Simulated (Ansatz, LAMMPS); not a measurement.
# Structural relaxation of Zn2+ triflate in diglyme, from a frame at 330 K (103 atoms), part 3 of 3

How does Zn2+ triflate in diglyme, from a frame at 330 K (103 atoms) relax, and what do bonds, charges and levels look like afterwards?

Ansatz 0.2.0; Kohn-Sham DFT, PBE+D3(BJ), PAW (set soft_2), plane waves.

The cell: 22 C, 21 O, 42 H, 4 S, 12 F and 2 Zn. The network of contacts between molecules at the start is that of the classical potential that made the cell. The density was typed from a rule of thumb and may lie off the real one at this temperature. The Brillouin zone is sampled at Γ only, in a cell whose shortest periodic width is 11 Å.

So far. Step 4 (Relaxation): The relaxation changed the energy by -73.6 meV/atom, and atoms moved by 0.81 Å r.m.s., 2.7 Å at most.

## 6. Single point at the relaxed geometry

The electronic structure is read at the final geometry, in a run of its own.

The input, input.yaml:

```yaml
crystal:
  lattice:
    - [10.74009, 0.0, 0.0]
    - [0.0, 10.74009, 0.0]
    - [0.0, 0.0, 10.74009]
  atoms:
    - { symbol: C, position: [0.23317, 0.80787, 0.05454] }
    - { symbol: O, position: [0.18584, 0.68859, 0.01644] }
    - { symbol: C, position: [0.06474, 0.6622, 0.0659] }
    - { symbol: C, position: [0.02249, 0.53903, 0.0108] }
    - { symbol: O, position: [0.04957, 0.53186, 0.87942] }
    - { symbol: C, position: [0.96491, 0.5986, 0.79825] }
    - { symbol: C, position: [0.00807, 0.73068, 0.77275] }
    - { symbol: O, position: [0.13628, 0.72287, 0.73642] }
    - { symbol: C, position: [0.18684, 0.83909, 0.69391] }
    - { symbol: H, position: [0.17187, 0.88219, 0.01971] }
    - { symbol: H, position: [0.32689, 0.81676, 0.01662] }
    - { symbol: H, position: [0.23864, 0.81131, 0.15646] }
    - { symbol: H, position: [0.00088, 0.73906, 0.04246] }
    - { symbol: H, position: [0.06995, 0.65383, 0.16775] }
    - { symbol: H, position: [0.07361, 0.46136, 0.05261] }
    - { symbol: H, position: [0.92268, 0.52413, 0.02749] }
    - { symbol: H, position: [0.96501, 0.54565, 0.71117] }
    - { symbol: H, position: [0.87065, 0.59759, 0.83799] }
    - { symbol: H, position: [0.95269, 0.77032, 0.69635] }
    - { symbol: H, position: [0.99846, 0.79316, 0.85352] }
    - { symbol: H, position: [0.28195, 0.81982, 0.66327] }
    - { symbol: H, position: [0.13025, 0.8739, 0.61616] }
    - { symbol: H, position: [0.18634, 0.90888, 0.76886] }
    - { symbol: C, position: [0.0955, 0.11853, 0.40448] }
    - { symbol: O, position: [0.97614, 0.1791, 0.41323] }
    - { symbol: C, position: [0.87588, 0.09304, 0.38688] }
    - { symbol: C, position: [0.75433, 0.16048, 0.40421] }
    - { symbol: O, position: [0.75671, 0.20829, 0.52913] }
    - { symbol: C, position: [0.64121, 0.26487, 0.57094] }
    - { symbol: C, position: [0.54472, 0.16827, 0.60378] }
    - { symbol: O, position: [0.48958, 0.12047, 0.49284] }
    - { symbol: C, position: [0.40344, 0.02358, 0.51951] }
    - { symbol: H, position: [0.10123, 0.04309, 0.47339] }
    - { symbol: H, position: [0.16701, 0.18789, 0.42389] }
    - { symbol: H, position: [0.10698, 0.08132, 0.3098] }
    - { symbol: H, position: [0.88549, 0.05991, 0.29035] }
    - { symbol: H, position: [0.88295, 0.01396, 0.45179] }
    - { symbol: H, position: [0.67593, 0.09589, 0.39319] }
    - { symbol: H, position: [0.74355, 0.23801, 0.33762] }
    - { symbol: H, position: [0.60742, 0.32936, 0.49912] }
    - { symbol: H, position: [0.66581, 0.31862, 0.6541] }
    - { symbol: H, position: [0.4725, 0.21248, 0.66211] }
    - { symbol: H, position: [0.58856, 0.0932, 0.6586] }
    - { symbol: H, position: [0.45036, 0.94085, 0.55815] }
    - { symbol: H, position: [0.33168, 0.05573, 0.58549] }
    - { symbol: H, position: [0.3592, 0.99833, 0.43102] }
    - { symbol: C, position: [0.57232, 0.98511, 0.12851] }
    - { symbol: O, position: [0.46802, 0.92132, 0.1787] }
    - { symbol: C, position: [0.50142, 0.82909, 0.26837] }
    - { symbol: C, position: [0.54327, 0.70563, 0.2144] }
    - { symbol: O, position: [0.43937, 0.64378, 0.1597] }
    - { symbol: C, position: [0.46828, 0.51891, 0.12644] }
    - { symbol: C, position: [0.34816, 0.45112, 0.09356] }
    - { symbol: O, position: [0.32042, 0.44159, 0.96207] }
    - { symbol: C, position: [0.39583, 0.34708, 0.90349] }
    - { symbol: H, position: [0.64081, 0.92146, 0.0864] }
    - { symbol: H, position: [0.5378, 0.04743, 0.05542] }
    - { symbol: H, position: [0.61924, 0.04128, 0.20078] }
    - { symbol: H, position: [0.41819, 0.8127, 0.32557] }
    - { symbol: H, position: [0.57515, 0.86482, 0.33062] }
    - { symbol: H, position: [0.61834, 0.71785, 0.1451] }
    - { symbol: H, position: [0.58135, 0.64847, 0.29078] }
    - { symbol: H, position: [0.53473, 0.51632, 0.04783] }
    - { symbol: H, position: [0.5136, 0.47171, 0.20584] }
    - { symbol: H, position: [0.35013, 0.35548, 0.13003] }
    - { symbol: H, position: [0.27006, 0.50052, 0.13643] }
    - { symbol: H, position: [0.35842, 0.33122, 0.81049] }
    - { symbol: H, position: [0.38897, 0.26082, 0.95836] }
    - { symbol: H, position: [0.49329, 0.37724, 0.89655] }
    - { symbol: O, position: [0.58017, 0.55553, 0.75427] }
    - { symbol: S, position: [0.5082, 0.66948, 0.74324] }
    - { symbol: O, position: [0.47078, 0.70991, 0.61965] }
    - { symbol: O, position: [0.40624, 0.68129, 0.83875] }
    - { symbol: C, position: [0.6152, 0.79564, 0.79948] }
    - { symbol: F, position: [0.70447, 0.81661, 0.71391] }
    - { symbol: F, position: [0.55265, 0.90237, 0.81888] }
    - { symbol: F, position: [0.67168, 0.76232, 0.90716] }
    - { symbol: O, position: [0.76423, 0.49428, 0.26167] }
    [... 19 atom lines left out ...]
    - { symbol: C, position: [0.29418, 0.46295, 0.45215] }
    - { symbol: F, position: [0.26256, 0.38809, 0.35629] }
    - { symbol: F, position: [0.25685, 0.57906, 0.42721] }
    - { symbol: F, position: [0.41826, 0.46123, 0.46484] }
    - { symbol: Zn, position: [0.92919, 0.30924, 0.55135] }
    - { symbol: Zn, position: [0.2424, 0.59258, 0.85208] }
kpoints:
  mp_grid: { grid: [1, 1, 1] }
hamiltonian:
  xc: pbe
  dispersion: d3bj
scf:
  occupations: { method: fixed }
output:
  forces: true
  stress: true
  populations: true
  dos:
    method: { smearing: { sigma: 0.1 } }
    de: 0.1
    projected: { site_lists: { C: [C], F: [F], H: [H], O: [O], S: [S] } }
  eigenvalues: true
  write_density: true
  write_potential: true
  volumetric_format: npy
  elf: true
```

Run with:

```sh
$ ansatz run input.yaml --threads 4 --pin off --max-ram 8192MiB --backend cpu --events-out ev --progress --plain --runs-dir out
```

Numbers of over 12 decimals in the logs are rounded to 6 here.

What it wrote:

```text
[...]
Crystal: 103 atoms, lattice volume = 1238.864 Å³
Basis set: ecut = 420 eV, 24207 PW (Γ), exchange–correlation on 144×144×144 points (8 copies of the dense FFT grid, shifted against one another)
Bands: 297, of which v1, the nominal top of the filled ones, is band 194 counted from 1 (193 counted from 0)
Symmetry: 1 space group operations
[...]
k-points: 1
[...]
SCF iter   1: F=—  HF=-38040.777066 eV  |F-HF|=—  |Δ(HF+E_count)|=         —  Δρ=5.05e-3  dr2=4.82e-1  ethr=1.77e-3  ⟨swp⟩=4.0  Hψ=1105  notcnv=0  defer=101
[...]
SCF iter  10: F=-38040.639308 eV  HF=-38040.639308 eV  |F-HF|=5.15e-8  |Δ(HF+E_count)|=   1.43e-8  Δρ=2.60e-6  dr2=8.59e-8  ethr=2.58e-11  ⟨swp⟩=21.0  Hψ=2841  notcnv=0
SCF 1 converged in 10 iterations: F = -38040.639308 eV  dr2 = 8.59e-8
[...]
WARN: The input density's exchange-correlation potential varies sharply where the density is thin. Do not read a vacuum level from v_tot or v_xc, or from such a field of the output density. On a cell that repeats whose density bears no net charge and no dipole along the vacuum's axis use v_es (v_loc + v_h of the components); [...]
SCF converged after 10 iterations
Free energy (F): -38040.639308 eV
[...]
Internal energy: -38040.639308 eV  (E = F + TS)
E sigma→0 (E₀):  -38040.639308 eV
Fermi energy:    0.005043 eV
[...]
--- Forces (eV/Å), atoms counted from 1 ---
  atom   1  C      0.00041280     0.00242263    -0.00107945
  atom   2  O     -0.00015229    -0.00049787    -0.00103627
  atom   3  C     -0.00387670     0.00162716    -0.00490942
  atom   4  C      0.00219701    -0.00016482     0.00070249
  atom   5  O     -0.00136863     0.00244279     0.00320500
  atom   6  C     -0.00079489    -0.00079872    -0.00038015
  atom   7  C      0.00165667    -0.00088194     0.00323708
  atom   8  O     -0.00131987     0.00265895     0.00208084
  atom   9  C     -0.00164285    -0.00432378    -0.00457216
  atom  10  H      0.00216912    -0.00317376     0.00211403
  atom  11  H     -0.00181628    -0.00094985     0.00189141
  atom  12  H      0.00044280     0.00032887    -0.00178524
  atom  13  H      0.00172248    -0.00203932     0.00103145
  atom  14  H      0.00000752    -0.00040176    -0.00023770
[...]
atom 102  Zn    -0.00003061    -0.00110294    -0.00304522
  atom 103  Zn     0.00478787     0.00033588     0.00253101
  max |Σ_I F_I| component: 1.43e-4 eV/Å
--- Stress (GPa, compression-positive) ---
       -0.041563      -0.023184       0.067741
       -0.023183      -0.168736       0.077750
        0.067742       0.077750      -0.045764
  P = ⅓ Tr σ = -0.0854 GPa (-0.854 kbar)
--- Band table (eV) ---
[...]
--- Löwdin populations: 103 sites ---
  site symbol       q [e]
     0      C      4.2280
     1      O      6.3786
     2      C      4.0791
[...]
102     Zn     10.5043
  spilling = 0.014272 (of n_electrons = 388.000000)
```

The job ended after 8.6 s (4 threads of Intel Xeon Platinum 8488C (Sapphire Rapids), shared host; peak memory 1.5 GiB).

The program notes that the exchange-correlation potential is rough where the density is thin.

Read from the output:

```yaml
free_energy: -38040.6393 eV
free_energy_per_atom: -369.3266 eV/atom
scf_cycles: 10
pressure: -0.08535 GPa
r_m_s_force_component: 0.00346 eV/Å
longest_force: 0.02351 eV/Å
fermi_energy: 0.005043 eV
spacing_of_highest_filled_and_lowest_empty_level: 4.38 eV
spilling_of_the_projection: 0.01427
```

Löwdin charges by element and coordination (they lack the spilled electrons, 0.054 e an atom on average):

```
element  coordination  atoms  mean charge (e)  spread   least    most
      C           all     22           0.0237    0.31  -0.232   0.678
      F           all     12           -0.217   0.011  -0.234  -0.200
      H           all     42            0.195  0.0192   0.156   0.238
      O           all     21           -0.604   0.209  -0.856  -0.344
      O             1      7           -0.743  0.0104  -0.761  -0.726
      O             2      8           -0.653   0.238  -0.856  -0.344
      O             3      6           -0.378  0.0063  -0.385  -0.369
      S           all      4             2.28   0.005    2.27    2.28
     Zn           all      2             1.50  0.0061    1.50    1.51
     Zn             5      1             1.51       0    1.51    1.51
     Zn             6      1             1.50       0    1.50    1.50
```

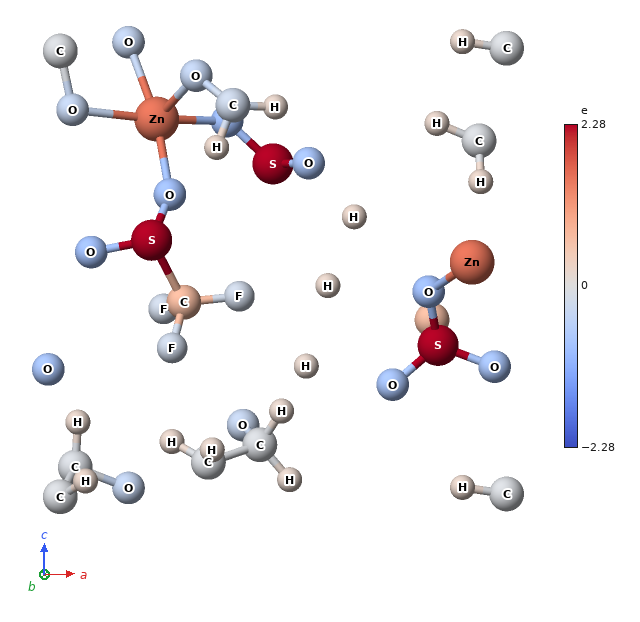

Atoms coloured by Löwdin charge. Drawn is a slice 4 Å thick, seen along the normal of the ac plane. Bonds to atoms that aren't drawn are left out.

States in the cell by windows of 1 eV, zero at the Fermi level; the larger projections on atomic orbitals stand beside the total:

```
from (eV)  to (eV)  total   O p   C p   F p  H s  C s
      -14      -13    4.7   0.8   0.5   0.0  0.8  2.4
      -13      -12   11.3   0.8   0.7   2.6  0.7  3.2
      -12      -11    8.5   1.5   0.8   0.0  2.2  3.5
      -11      -10   14.3   1.8   2.4   2.7  1.6  2.2
      -10       -9   22.0   1.2   4.3  10.5  1.9  1.9
       -9       -8   11.0   3.0   1.6   2.2  0.6  0.6
       -8       -7   16.1   5.3   6.3   0.2  2.1  0.4
       -7       -6   30.8  10.9   9.4   1.8  3.3  0.3
       -6       -5   55.4  10.2   7.1  20.8  3.2  0.3
       -5       -4   44.5   4.9   8.1  20.4  4.1  0.2
       -4       -3   30.1  10.3  11.2   0.6  6.1  0.1
       -3       -2   31.0  21.8   3.2   0.8  2.2  0.2
       -2       -1   25.9  18.1   2.8   1.1  2.1  0.5
       -1        0   11.1   8.7   0.8   0.0  1.3  0.0
        0        1    1.2   0.9   0.1   0.0  0.2  0.0
        1        4    0.0   0.0   0.0   0.0  0.0  0.0
        4        5    6.0   0.3   1.0   0.1  0.7  0.4
```

With fixed occupations the program's Fermi level is the highest filled level; weight inside the gap is the broadening of levels at its edges.

Between -26 and -14 eV lie 62 more states.

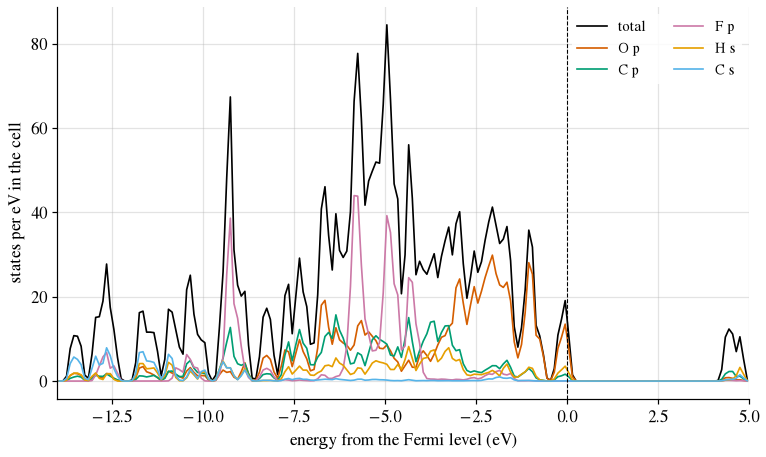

Total and projected density of states, with the broadening of the input.

Not all projections were asked for or kept, so they needn't add up to the total.

The levels nearest the highest filled one (over half full), pooled over k-points and spins:

```
level less the highest filled one (eV)  occupation
                                -0.957           2
                                -0.933           2
                                -0.723           2
                                -0.224           2
                               -0.0751           2
                                     0           2
                                  4.38           0
                                  4.54           0
                                  4.76           0
                                  5.34           0
                                  5.40           0
                                  5.56           0
```

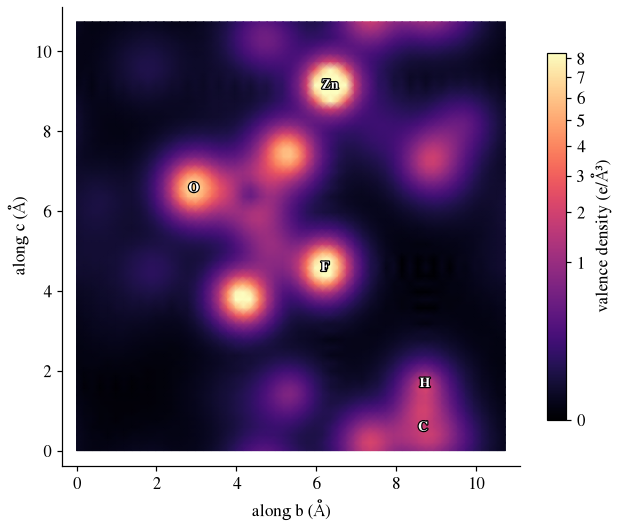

Valence density in the bc plane at fractional x = 0.239, with atoms of C and H and O and F and Zn within 0.2 Å of it. It is the smooth field of the valence electrons, not physical close to the nuclei. The colour scale is stretched toward low values.

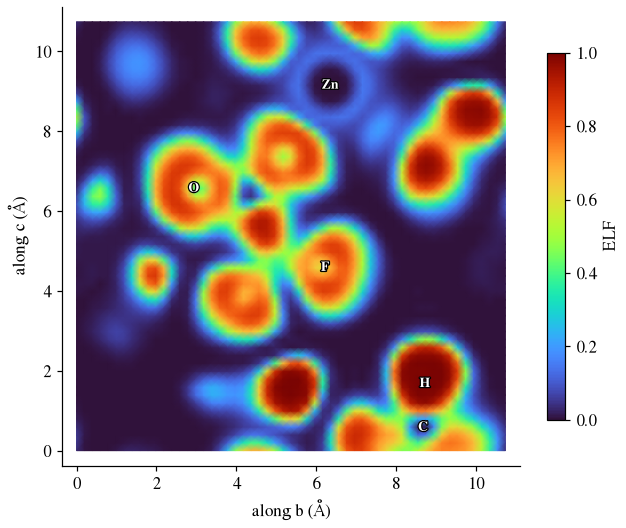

ELF in the bc plane at fractional x = 0.239, with atoms of C and H and O and F and Zn within 0.2 Å of it. It is the smooth field of the valence electrons, not physical close to the nuclei.

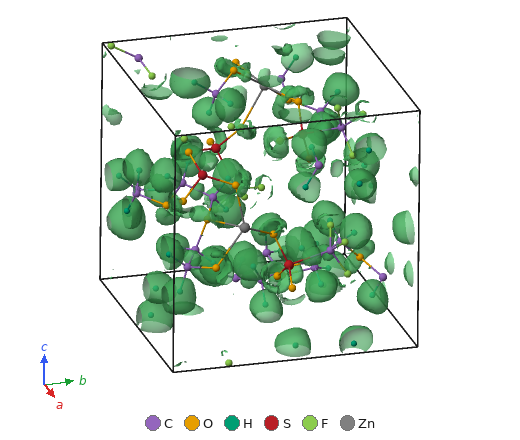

Surface of ELF = 0.85. Bonds to atoms that aren't drawn are left out.

Mean Löwdin charges: C +0.02, F -0.22, H +0.20, O -0.60, S +2.28, Zn +1.50 e (they miss 1.4 % of the electrons, so they add up to more than the cell's charge).

Local excerpt of 13 atoms (numbers count through the whole input) about Zn102, one of the 2 Zn atoms; x, y, z are measured from there.

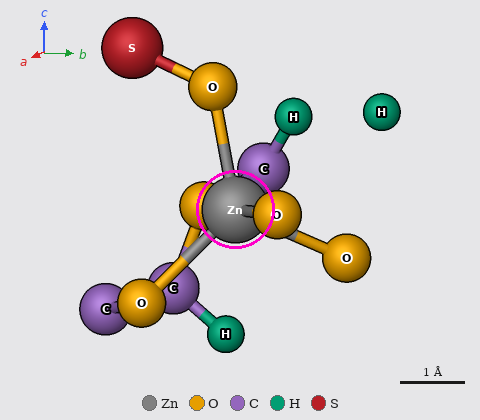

The atoms of the table, within 3.1 Å (arrows a, b, c point along x, y, z); some may hide others; the central atom is ringed.

```
 atom      x      y      z  distance (Å)  bonds  Löwdin charge (e)
Zn102   0.00   0.00   0.00          0.00      5               1.51
  O88  -0.07  -0.40   1.94          1.98      2              -0.85
  O80  -0.94   1.55  -0.84          2.00      2              -0.85
  O96   1.66   1.20   0.20          2.06      2              -0.82
  O25   0.50  -1.40  -1.48          2.10      3              -0.38
  O28  -1.85  -1.08  -0.24          2.16      3              -0.39
  C27  -1.88  -1.60  -1.58          2.93      4              -0.07
  C26  -0.57  -2.32  -1.77          2.97      4              -0.06
  H41  -2.83   0.10   1.10          3.04      1               0.23
  S87  -0.29  -1.79   2.47          3.07      4               2.27
  H17   0.38   2.54   1.72          3.09      1               0.22
  H39  -1.99  -0.77  -2.30          3.14      1               0.19
  C29  -3.09  -0.48   0.21          3.14      4              -0.06
```

The column of bonds counts only the pairs H-C within 1.34 Å, C-C within 1.85 Å, C-O within 1.73 Å, C-F within 1.62 Å, C-S within 2.21 Å, O-S within 1.93 Å, O-Zn within 2.50 Å; other neighbours, such as metal atoms beside each other in a compound, aren't counted, and periodic images can show an atom twice.

## 7. Results

| Item | Value |
| --- | --- |
| energy change in the relaxation | -73.55 meV/atom |
| r.m.s. displacement | 0.806 Å |
| largest displacement | 2.669 Å |
| free energy per atom | -369.3266 eV/atom |
| pressure | -0.08535 GPa |
| r.m.s. force component | 0.00346 eV/Å |
| gap (highest filled to lowest empty level) | 4.38 eV |
| wall time of the 3 DFT runs | 4.3 min |

Relaxation lowers the energy by 73.6 meV/atom and moves atoms by 0.81 Å r.m.s.; the r.m.s. force component goes from 1.1 to 0.0035 eV/Å, the pressure goes from 3.2 to -0.085 GPa, and the gap from 4.34 to 4.38 eV. By the final cutoffs no bond was broken or made. First to last step the energy falls by 7.576 eV; the largest move, 2.67 Å, is that of F85. The O-Zn bonds change most in mean length: from 1.899 Å (spread 0.139) to 2.095 Å (spread 0.076). With the cutoffs above, all C atoms have 4, all F atoms have 1, all H atoms have 1 and 38 % of O atoms have 2 bonded neighbours. The highest filled and lowest empty levels differ by 4.38 eV (at Γ alone); a semilocal functional tends to put such gaps too low. In a disordered cell it changes from sample to sample and from frame to frame.

Caveats: The network of contacts between molecules at the start is that of the classical potential that made the cell; in DFT atoms moved by 0.81 Å r.m.s.

[Logs are printed without paths, hosts, clocks, repeated set-up lines and the standing remarks that a program may print on its own settings, such as how far it seeks lower states.]

[Hosts, paths, dates, database ids (printed as entryN), source tags and the programs' standing remarks are cut or masked in the printed files.]
